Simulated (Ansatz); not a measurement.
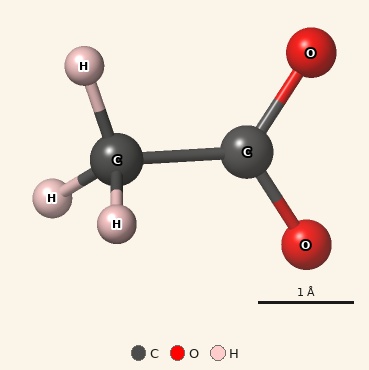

Figure 1. The structure as given in the input (ball-and-stick view, seen at a tilt). Bond lengths as drawn: C–C 1.48 Å, C–H 1.09 Å and C–O 1.25 Å.

**Run report: C$_{2}$H$_{3}$O$_{2}$, geometry relaxation**

C$_{2}$H$_{3}$O$_{2}$, multiplicity 2, SMILES CC([O])=O, computed with HF/STO-3G, UHF (Ansatz 0.2.0).

The geometry comes from this level: PBE0-D4/def2-TZVP. Figures and captions count atoms from 1; the log counts them from 0 in places.

## Output
```
The last accepted step is kept in runs//last_step.txt (removed where the run ends without a failure and the disk answers)
Functional definition: HF
  name "HF"
  exchange = exact_x
  correlation = 0
351 factors; integrals over basis functions are off by at most 9.9e-6 eV
mean field evaluation 1: about -6095.6134 eV, gradient 2.3e1 eV
mean field evaluation 2: about -6095.7261 eV, gradient 2.3e1 eV
mean field evaluation 4: about -6099.0144 eV, gradient 1.5e0 eV
mean field evaluation 8: about -6099.0589 eV, gradient 3.0e-1 eV
mean field evaluation 16: about -6100.1097 eV, gradient 6.7e-1 eV
mean field evaluation 32: about -6100.8251 eV, gradient 1.8e-1 eV
mean field evaluation 64: about -6100.2901 eV, gradient 1.6e0 eV
mean field evaluation 96: about -6100.7572 eV, gradient 1.7e0 eV
mean field evaluation 128: about -6099.8172 eV, gradient 2.6e0 eV
mean field -6100.82887665 eV, -224.2013259266 hartree, gradient 1.2e-5 eV, S^2 1.061285; 2 other end points of the search recorded, 0 dependent functions left out
the calculation of the forces begins
reference -6100.82887665 eV, -224.2013259266 hartree; 16, 15 occupied and 7, 8 virtual orbitals, 351 factors
relax step   1: F+E_penalty+E_count = -6100.82887665 eV  Δ(F+E_penalty+E_count) = +0.000e0 eV  max|allowed force component| = 5.999e0 eV/Å  Δτ_max = 0.0000 Å  (282 SCF iters, accepted)
these checks for a lower state are left out or cut short: starts, cluster_reference, orbital_swaps, neighbouring_geometries, increment
351 factors; integrals over basis functions are off by at most 8.6e-6 eV
mean field -6101.60309744 eV, -224.2297780158 hartree, gradient 1.6e-5 eV, S^2 1.188322; 0 other end points of the search recorded, 0 dependent functions left out
the calculation of the forces begins
reference -6101.60309744 eV, -224.2297780158 hartree; 16, 15 occupied and 7, 8 virtual orbitals, 351 factors
relax step   2: F+E_penalty+E_count = -6101.60309744 eV  Δ(F+E_penalty+E_count) = -7.742e-1 eV  max|allowed force component| = 1.039e0 eV/Å  Δτ_max = 0.0934 Å  (50 SCF iters, accepted)
these checks for a lower state are left out or cut short: starts, cluster_reference, orbital_swaps, neighbouring_geometries, increment
351 factors; integrals over basis functions are off by at most 8.7e-6 eV
mean field -6101.65344708 eV, -224.2316283310 hartree, gradient 1.7e-5 eV, S^2 1.219229; 0 other end points of the search recorded, 0 dependent functions left out
the calculation of the forces begins
reference -6101.65344708 eV, -224.2316283310 hartree; 16, 15 occupied and 7, 8 virtual orbitals, 351 factors
relax step   3: F+E_penalty+E_count = -6101.65344708 eV  Δ(F+E_penalty+E_count) = -5.035e-2 eV  max|allowed force component| = 2.214e-1 eV/Å  Δτ_max = 0.0362 Å  (40 SCF iters, accepted)
these checks for a lower state are left out or cut short: starts, cluster_reference, orbital_swaps, neighbouring_geometries, increment
351 factors; integrals over basis functions are off by at most 7.6e-6 eV
mean field -6101.59478125 eV, -224.2294724015 hartree, gradient 1.4e-5 eV, S^2 1.184374; 0 other end points of the search recorded, 0 dependent functions left out
the calculation of the forces begins
reference -6101.59478125 eV, -224.2294724015 hartree; 16, 15 occupied and 7, 8 virtual orbitals, 351 factors
relax step   4: F+E_penalty+E_count = -6101.59478125 eV  Δ(F+E_penalty+E_count) = +5.867e-2 eV  max|allowed force component| = 2.104e0 eV/Å  Δτ_max = 0.0420 Å  (53 SCF iters, rejected (line search))
these checks for a lower state are left out or cut short: starts, cluster_reference, orbital_swaps, neighbouring_geometries, increment
351 factors; integrals over basis functions are off by at most 8.6e-6 eV
mean field evaluation 160: about -6101.6549 eV, gradient 2.0e-1 eV
mean field -6101.65519739 eV, -224.2316926537 hartree, gradient 2.6e-5 eV, S^2 1.220965; 0 other end points of the search recorded, 0 dependent functions left out
the calculation of the forces begins
reference -6101.65519739 eV, -224.2316926537 hartree; 16, 15 occupied and 7, 8 virtual orbitals, 351 factors
relax step   5: F+E_penalty+E_count = -6101.65519739 eV  Δ(F+E_penalty+E_count) = -1.750e-3 eV  max|allowed force component| = 8.776e-3 eV/Å  Δτ_max = 0.0078 Å  (38 SCF iters, accepted)
these checks for a lower state are left out or cut short: starts, cluster_reference, orbital_swaps, neighbouring_geometries, increment
351 factors; integrals over basis functions are off by at most 8.6e-6 eV
mean field -6101.65520189 eV, -224.2316928191 hartree, gradient 2.6e-5 eV, S^2 1.220803; 0 other end points of the search recorded, 0 dependent functions left out
the calculation of the forces begins
reference -6101.65520189 eV, -224.2316928191 hartree; 16, 15 occupied and 7, 8 virtual orbitals, 351 factors
relax step   6: F+E_penalty+E_count = -6101.65520189 eV  Δ(F+E_penalty+E_count) = -4.499e-6 eV  max|allowed force component| = 1.177e-3 eV/Å  Δτ_max = 0.0003 Å  (40 SCF iters, accepted)
351 factors; integrals over basis functions are off by at most 8.6e-6 eV
mean field evaluation 192: about -6101.0632 eV, gradient 9.0e-1 eV
mean field evaluation 224: about -6100.3868 eV, gradient 2.0e0 eV
mean field evaluation 256: about -6099.8569 eV, gradient 2.8e0 eV
mean field evaluation 288: about -6089.1636 eV, gradient 7.2e0 eV
mean field evaluation 320: about -6098.0307 eV, gradient 2.1e-3 eV
```

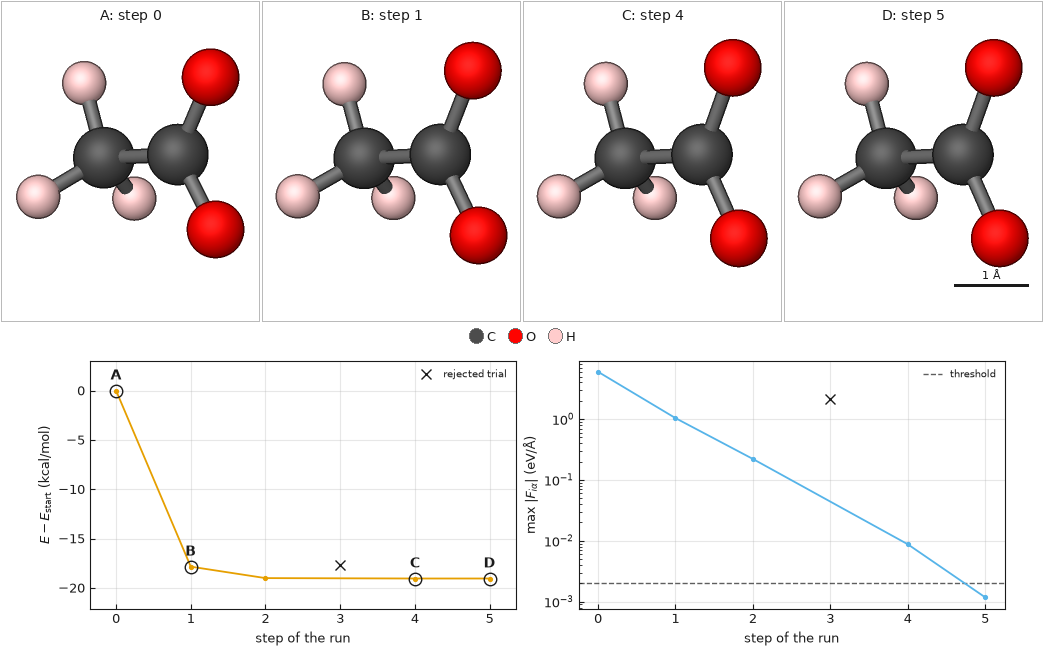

Figure 2. Frames of the relaxation (ball-and-stick view, seen at a tilt) above the curves, on which the letters mark them (the first geometry is step 0 here and step 1 in the log).

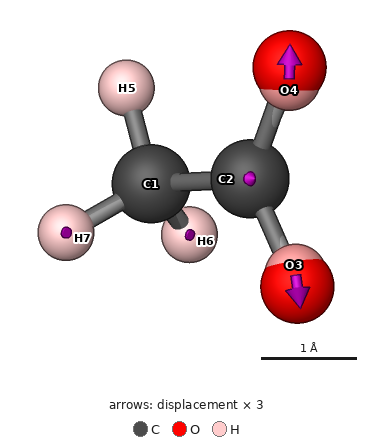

Figure 3. Start (faint) and end (solid) with the displacements as pink arrows, magnified 3 times (ball-and-stick view, seen at a tilt). The two geometries are laid on each other by the best rigid fit. The energy falls by 19.1 kcal/mol in 5 geometry steps. Largest force component: 6 eV/Å at the start, 0.0012 eV/Å at the end. The line search rejected the trial step at point 3 (counted from 0) and went back. The largest moves after the best rigid fit, 0.13 Å, are those of O3 and O4. By element the largest moves are O 0.13 Å, C 0.04 Å, H 0.03 Å. Distances before and after: C2–O3 1.251 → 1.341 Å, C1–C2 1.483 → 1.539 Å, C1–H5 1.090 → 1.085 Å. Among the angles that change: O3–C2–O4 111.0° → 119.2°, C1–C2–O3 124.3° → 120.2°, C1–C2–O4 124.7° → 120.6°. (Atoms are counted from 1 in the order of the input.)

```
mean field -6101.65520189 eV, -224.2316928191 hartree, gradient 1.9e-5 eV, S^2 1.220804; 4 other end points of the search recorded, 0 dependent functions left out
the calculation of the forces begins
reference -6101.65520189 eV, -224.2316928191 hartree; 16, 15 occupied and 7, 8 virtual orbitals, 351 factors
Total energy: -6101.65520189 eV, -224.2316928191 hartree
Atom 0 at    -0.203599     0.627006    -0.178894 Å, force     0.001010     0.000115     0.000018 eV/Å
Atom 1 at     0.265413    -0.788087     0.201578 Å, force    -0.001177     0.000590     0.000574 eV/Å
Atom 2 at     1.128208    -0.963496     1.213156 Å, force     0.000590     0.000011     0.000004 eV/Å
Atom 3 at    -0.178657    -1.857389    -0.469622 Å, force     0.000060    -0.000483    -0.000399 eV/Å
Atom 4 at    -0.918938     0.569518    -0.993069 Å, force     0.000164     0.000178     0.000093 eV/Å
Atom 5 at    -0.673312     1.110665     0.673530 Å, force     0.000084    -0.000278    -0.000431 eV/Å
Atom 6 at     0.642085     1.233683    -0.492380 Å, force    -0.000730    -0.000133     0.000141 eV/Å
Dipole moment:    -0.098572     0.297352    -0.080015 e Å
```

## Trajectory as extended XYZ (Å, eV, eV/Å), 6 frames, from step=1 to step=6
```
7
Properties=species:S:1:pos:R:3:forces:R:3 step=1 energy=-6100.82888
C    -0.2058    0.6124   -0.1816   -0.4834   2.1000  -0.3470
C     0.2514   -0.7482    0.1904   -0.9798   2.5249  -0.8195
O     1.0533   -0.9928    1.1194    4.9476   0.5014   5.9990
O    -0.1084   -1.7999   -0.3800   -3.3158  -5.2771  -4.6713
H    -0.9238    0.5593   -0.9994    0.1466   0.1063   0.1869
H    -0.6619    1.0902    0.6874   -0.0161   0.0289  -0.3010
H     0.6564    1.2109   -0.4819   -0.2991   0.0155  -0.0472
7
Properties=species:S:1:pos:R:3:forces:R:3 step=2 energy=-6101.60310
C    -0.2043    0.6276   -0.1795   -0.1047   0.4407  -0.0849
C     0.2610   -0.7772    0.1976    0.0351  -0.0967   0.0341
O     1.1104   -0.9936    1.1891    0.8206   0.4267   1.0395
O    -0.1501   -1.8611   -0.4369   -0.7485  -0.6068  -0.9782
H    -0.9199    0.5782   -0.9925   -0.0340  -0.0558  -0.0424
H    -0.6731    1.1179    0.6696   -0.0082  -0.0557   0.0377
H     0.6372    1.2402   -0.4931    0.0397  -0.0525  -0.0059
7
Properties=species:S:1:pos:R:3:forces:R:3 step=3 energy=-6101.65345
C    -0.2042    0.6291   -0.1795   -0.0148   0.0365  -0.0092
C     0.2641   -0.7831    0.2008    0.0609  -0.2214   0.0427
O     1.1257   -0.9702    1.2102    0.0556   0.1225   0.0829
O    -0.1734   -1.8581   -0.4644   -0.0970   0.0124  -0.1144
H    -0.9201    0.5699   -0.9936    0.0110   0.0126   0.0128
H    -0.6738    1.1107    0.6744    0.0066   0.0205  -0.0204
H     0.6429    1.2337   -0.4937   -0.0224   0.0169   0.0056
7
Properties=species:S:1:pos:R:3:forces:R:3 step=4 energy=-6101.59478 accepted=F
C    -0.1996    0.6115   -0.1713   -0.1142   0.6054  -0.1474
C     0.2757   -0.8231    0.2064   -0.6915   2.1038  -0.4326
O     1.1268   -0.9574    1.2069    0.7278  -0.4771   0.7922
O    -0.1798   -1.8583   -0.4708   -0.1963  -0.9868  -0.3757
H    -0.9184    0.5795   -0.9921    0.1854  -0.2139   0.1828
H    -0.6806    1.1338    0.6667    0.2614  -0.5448  -0.1765
H     0.6370    1.2458   -0.4915   -0.1724  -0.4865   0.1572
7
Properties=species:S:1:pos:R:3:forces:R:3 step=5 energy=-6101.65520
C    -0.2036    0.6271   -0.1788   -0.0042   0.0037  -0.0040
C     0.2653   -0.7882    0.2017    0.0007   0.0001  -0.0008
O     1.1283   -0.9636    1.2133   -0.0032   0.0004  -0.0033
O    -0.1785   -1.8574   -0.4698    0.0013   0.0030   0.0027
H    -0.9192    0.5695   -0.9931    0.0080   0.0005   0.0088
H    -0.6734    1.1109    0.6737    0.0054  -0.0033  -0.0075
H     0.6423    1.2337   -0.4926   -0.0080  -0.0045   0.0041
7
Properties=species:S:1:pos:R:3:forces:R:3 step=6 energy=-6101.65520
C    -0.2036    0.6270   -0.1789    0.0010   0.0001   0.0000
C     0.2654   -0.7881    0.2016   -0.0012   0.0006   0.0006
O     1.1282   -0.9635    1.2132    0.0006   0.0000   0.0000
O    -0.1787   -1.8574   -0.4696    0.0001  -0.0005  -0.0004
H    -0.9189    0.5695   -0.9931    0.0002   0.0002   0.0001
H    -0.6733    1.1107    0.6735    0.0001  -0.0003  -0.0004
H     0.6421    1.2337   -0.4924   -0.0007  -0.0001   0.0001
```

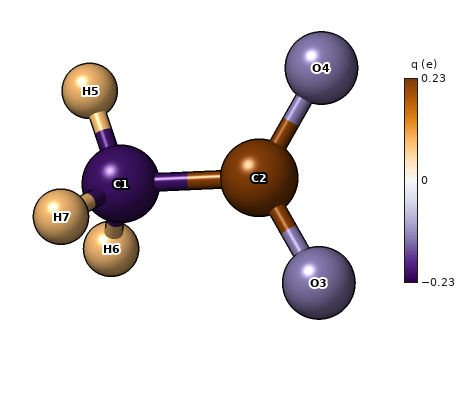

Figure 4. Mulliken charges, as the colour of each atom (ball-and-stick view, seen at a tilt; atoms are numbered from 1 in the order of the input). By element: C −0.21 to +0.22, O −0.13 and H +0.08 e.

This output came from the following input.

## Input
```yaml
crystal:
  periodic: [false, false, false]
  atoms:
    - {symbol: C, position_ang: [-0.205800, 0.612400, -0.181600]}
    - {symbol: C, position_ang: [0.251400, -0.748200, 0.190400]}
    - {symbol: O, position_ang: [1.053300, -0.992800, 1.119400]}
    - {symbol: O, position_ang: [-0.108400, -1.799900, -0.380000]}
    - {symbol: H, position_ang: [-0.923800, 0.559300, -0.999400]}
    - {symbol: H, position_ang: [-0.661900, 1.090200, 0.687400]}
    - {symbol: H, position_ang: [0.656400, 1.210900, -0.481900]}
basis:
  gaussian: {orbitals: STO-3G}
magnetization: {spin_polarized: true, initial_magnetization: 1}
hamiltonian: {xc: hf}
relax: {f_tol: 0.002}
output: {orbitals: {seedname: orbitals}}
```

Command:
```bash
ansatz run run.yaml --threads 1 --pin off --max-ram 3480MiB --events-out events.jsonl --progress --plain --runs-dir runs
```

## Summary

```tsv
quantity	value
outcome	converged
total energy	−224.231693 hartree
basis functions	23
largest force	0.001 eV/Å
⟨S²⟩	1.221
SCF solution under orbital rotations	stable
HOMO (either spin)	−9.77 eV
LUMO (either spin)	7.51 eV
dipole moment	1.55 D
hardware	1 thread of Arm Neoverse V2, 24 GiB of memory available, shared host
wall time	3.3 s
peak memory	0.085 GiB
```

⟨S²⟩ is 1.22 against 0.75 for a pure state: the solution is spin-contaminated.
